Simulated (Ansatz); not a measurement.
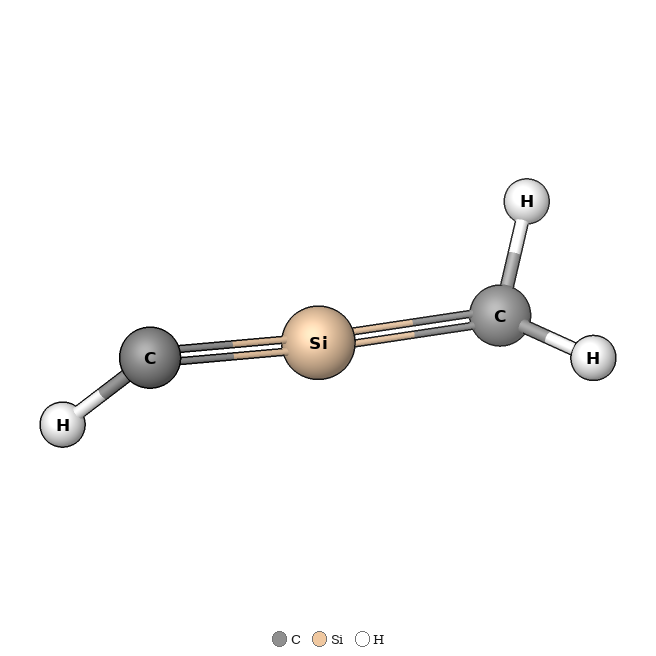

The structure as it stands in the input.

Ansatz 0.2.0 input:

```yaml
crystal:
  periodic: [false, false, false]
  atoms:
    - {symbol: C, position_ang: [-1.620550, -1.093090, -0.754330]}
    - {symbol: Si, position_ang: [-0.320380, -0.140900, -0.169610]}
    - {symbol: C, position_ang: [1.109740, 0.693340, 0.509750]}
    - {symbol: H, position_ang: [-2.427560, -0.575460, -1.318880]}
    - {symbol: H, position_ang: [2.094210, 0.373570, 0.116940]}
    - {symbol: H, position_ang: [1.164540, 0.742540, 1.616130]}
basis:
  gaussian: {orbitals: def2-TZVPD}
total_charge: -1
hamiltonian: {xc: pbe0, dispersion: d4}
relax: {f_tol: 0.005, max_steps: 200}
```

Command:

```sh
ansatz run in.yaml --threads 2 --pin off --events-out ev --progress --plain --max-ram 4352MiB
```

Result (its end):

```
mean field -9991.90123506 eV, -367.1955976346 hartree, gradient 1.0e-5 eV, S^2 0.000000; 1 other end points of the search recorded, 0 dependent functions left out
the calculation of the forces begins
reference -9991.90126844 eV, -367.1955988613 hartree; 15, 15 occupied and 129, 129 virtual orbitals, 797 factors
Total energy: -9992.00840247 eV, -367.1995359641 hartree
Atom 0 at    -1.592592    -0.991747    -0.737158 Å, force    -0.001269    -0.001452     0.000913 eV/Å
Atom 1 at    -0.331759    -0.048787    -0.189263 Å, force     0.003072    -0.001510     0.000886 eV/Å
Atom 2 at     1.147337     0.385157     0.610078 Å, force     0.001296     0.002285    -0.000734 eV/Å
Atom 3 at    -2.438202    -0.654877    -1.335589 Å, force    -0.001162     0.001416    -0.001311 eV/Å
Atom 4 at     2.077551     0.469095     0.056797 Å, force    -0.001006    -0.000030     0.000288 eV/Å
Atom 5 at     1.137664     0.841159     1.595134 Å, force    -0.000931    -0.000709    -0.000043 eV/Å
Dipole moment:     0.303148     0.442961     0.079402 e Å
```
